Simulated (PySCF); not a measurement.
# Br$_{4}$Sn, SMILES `Br[Sn](Br)(Br)Br`: electronic structure

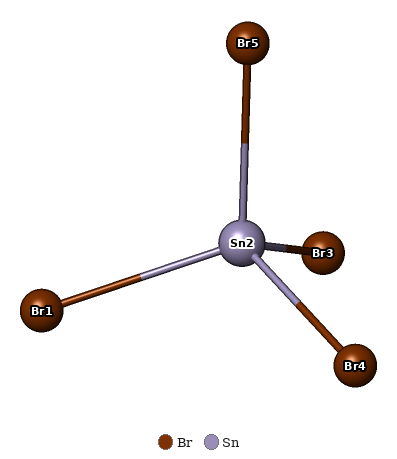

The molecule, with its atoms numbered as below. No frequency check shows the geometry to be a minimum.

Geometry (Å), atoms numbered from 1:

```
Br1      1.9454   -0.7464    1.4729
Sn2     -0.0000   -0.0001   -0.0001
Br3     -1.9454    0.7464    1.4729
Br4     -0.7465   -1.9450   -1.4729
Br5      0.7465    1.9451   -1.4729
```

## 1. Bonding charge

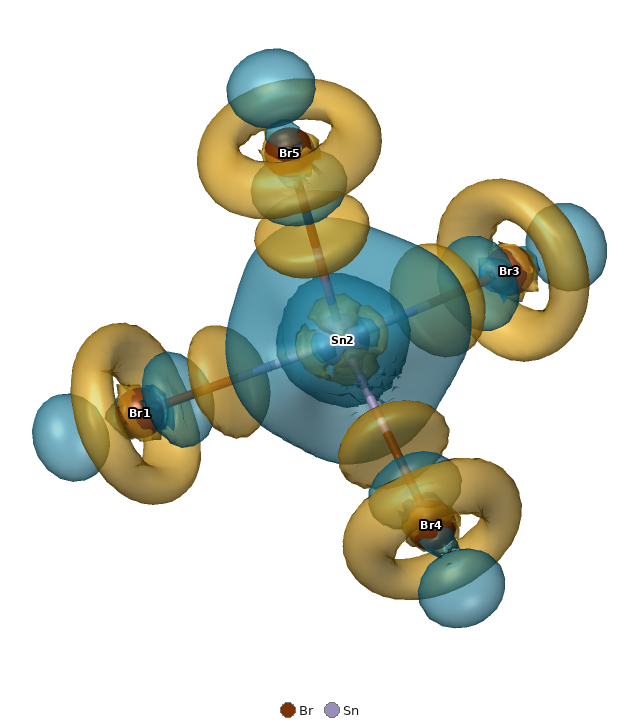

Deformation density (molecule less spherical, spin-averaged free atoms at the same positions), surfaces at ±0.04 e/Å³; yellow: gain, teal: loss.

Method: PBE/def2-TZVP; geometry: GFN2-xTB; program: PySCF. Core potentials replace the inner electrons of Sn; spin–orbit coupling isn't included.

**Describe the bonding that the map shows.**

Sn2–Br4, Sn2–Br5, Sn2–Br3 and Br1–Sn2: +0.07 e/Å³ at the bond critical point (bond length 2.55 Å, Mayer order 1.0). In all, 1.1 electrons gather in the regions of gain relative to the promolecule. A small or negative value marks a very polar bond, one between electron-rich atoms, whose free-atom densities already overlap strongly, a long bond to a heavier atom, or a closed-shell contact such as a hydrogen bond.

**Where do the Hirshfeld charges lie?**

The highest Hirshfeld charge is on Sn2 (+0.42 e), the lowest on Br1, Br3, Br4 and Br5 (−0.11 e).

```tsv
atom	charge (e)
Br1	−0.11
Sn2	+0.42
Br3	−0.11
Br4	−0.11
Br5	−0.11
```

## 2. Bond critical points

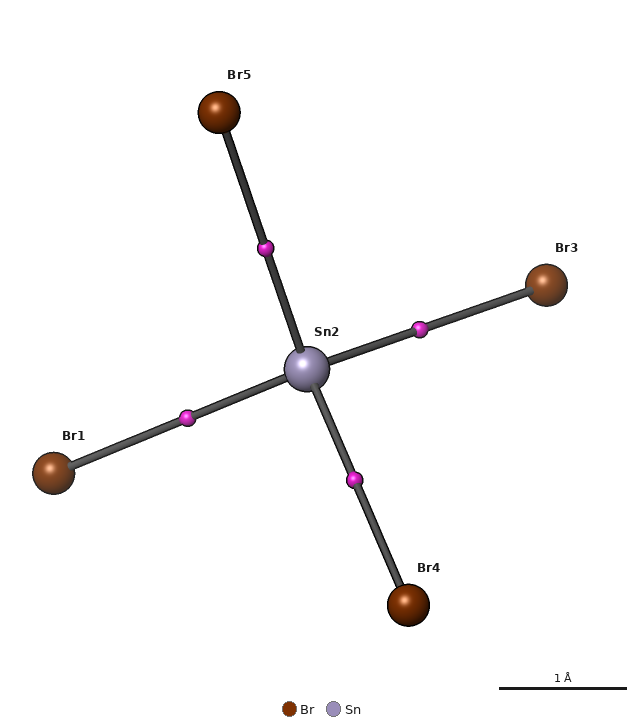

Molecular graph of the electron density (QTAIM): bond paths, bond critical points (magenta), ring points (cyan, if any); weak paths are dashed.

**How many critical points of each kind are there, and does the count close?**

5 nuclei, 4 bond, 0 ring and 0 cage critical points: 5 − 4 + 0 − 0 = 1, as the Poincaré–Hopf relation requires.

**Give the properties at the bond critical points.**

| bond | length (Å) | ρ (a.u.) | ∇²ρ (a.u.) | ε | H (a.u.) |
| --- | --- | --- | --- | --- | --- |
| Sn2–Br4 (4 alike) | 2.551 | 0.070 | +0.08 | 0.00 | −0.020 |

**What kind of interaction is Sn2–Br4?**

Polar or intermediate (positive Laplacian, negative energy density H): ρ = 0.070, ∇²ρ = +0.08, H = −0.020 a.u.

## 3. Local ionisation energy

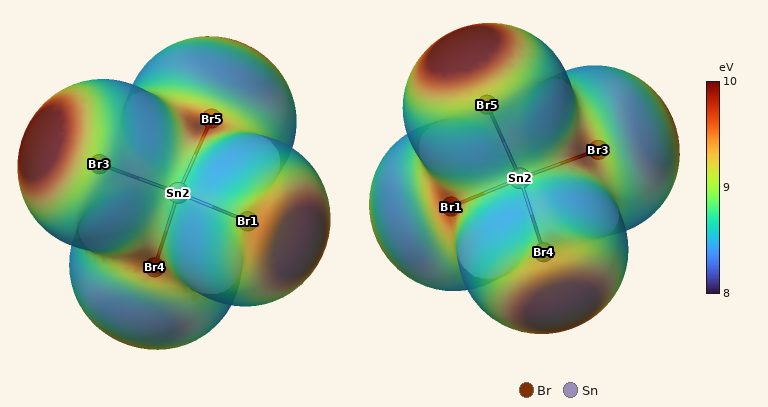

Average local ionisation energy on the surface of electron density 0.001 a.u. (back view left, front view right).

**Where are the most loosely bound electrons on this surface?**

The lowest value is 8.4 eV, 2.3 Å from Br3, and at like points elsewhere. For comparison, the highest occupied orbital lies at −7.6 eV.

## 4. In an electric field

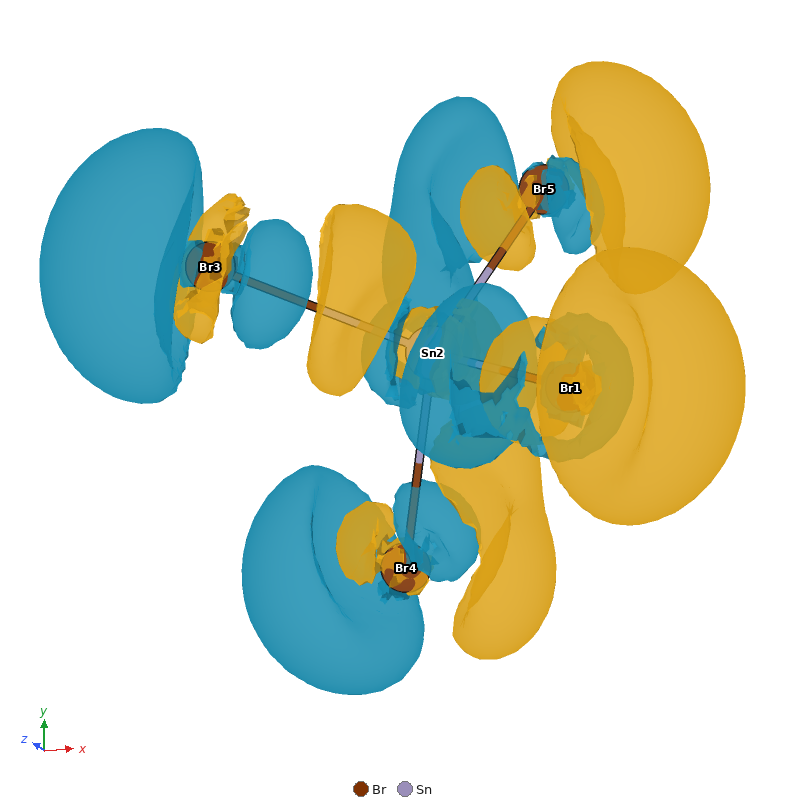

Change of the electron density in a uniform field of 0.21 V/Å, surfaces at ±0.0015 e/Å³ (yellow: gain, teal: loss).

Method: PBE/def2-TZVP; geometry: GFN2-xTB; program: PySCF. Core potentials replace the inner electrons of Sn; spin–orbit coupling isn't included. A basis without diffuse functions makes polarisabilities too small.

The field was applied in both directions; the picture shows the one opposite to the script's first.

**Along which Cartesian direction does the field point?**

Along −x: electrons gather on the +x side, against the field.

**How large is the response?**

The induced dipole is 1.36 D (along the field); α along this axis, from the fields in both directions, is 134 bohr³ (19.8 Å³).
